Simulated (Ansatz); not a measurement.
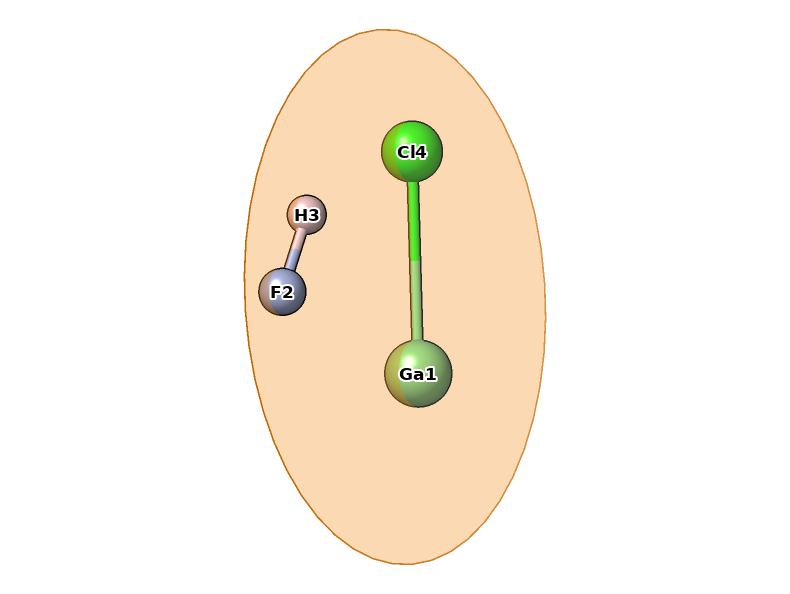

A disc through the centre of mass is drawn in. Depth is shown by fading: the farther an atom, the more it takes the colour of the background. The computed structure is the end point of a PBE0-D4/def2-TZVP optimisation.

> Is the plane of the disc a mirror plane of the structure?

Yes. The reflection leaves Ga1, F2, H3, Cl4 in place. The point group is Cs.
